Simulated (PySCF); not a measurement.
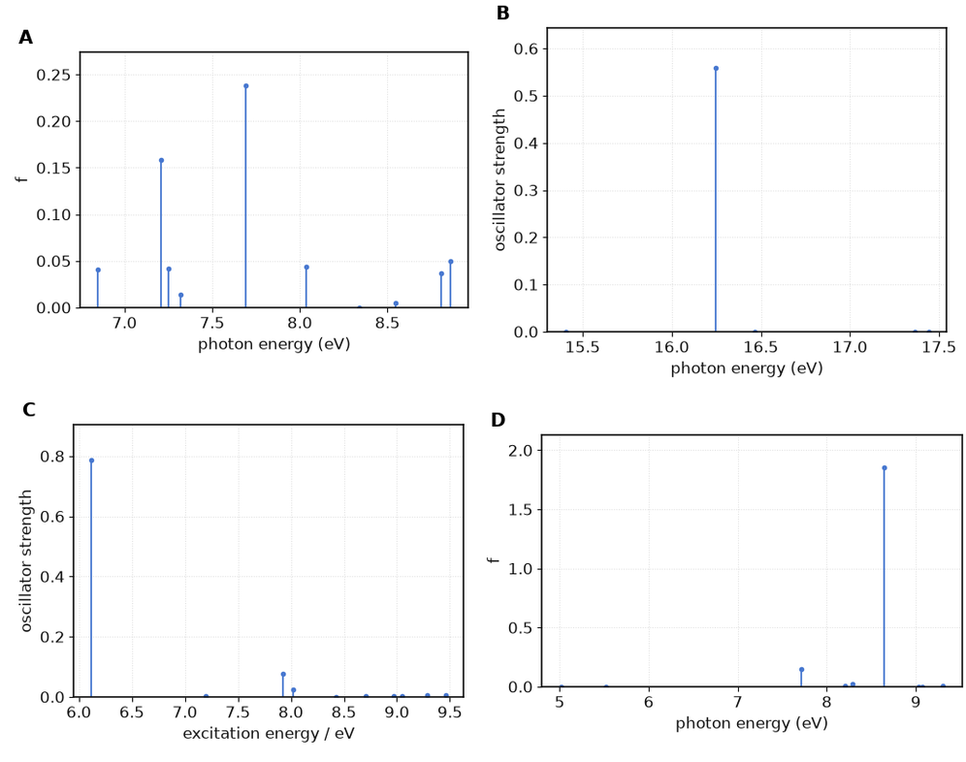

Vertical TDHF excitations, HF/def2-SVPD with PySCF, at a PBE0-D3(BJ)/def2-SVP geometry (no frequency check), gas phase. Each panel shows the lowest singlet states that were computed.

Pair each panel with its molecule.
1. C₂H₇NSi₂, SMILES N[SiH2]C#C[SiH3]
2. C₅H₇F, SMILES C=C(C)C(=C)F
3. GePH₄Br, SMILES [PH2][GeH2][Br], singlet
4. CF₄ (carbon tetrafluoride), SMILES FC(F)(F)F

A: 3 (S1 at 6.85 eV, brightest at 7.69 eV)
B: 4 (S1 at 15.41 eV, brightest at 16.24 eV)
C: 2 (S1 at 6.12 eV, brightest at 6.12 eV)
D: 1 (S1 at 5.02 eV, brightest at 8.64 eV)

Caveats, for all or some of the runs: core orbitals are frozen in the response; one conformer of a flexible molecule; spin-orbit coupling is left out, and with Br it can shift these levels and split any degenerate set; states above the negative HOMO energy depend on the basis.
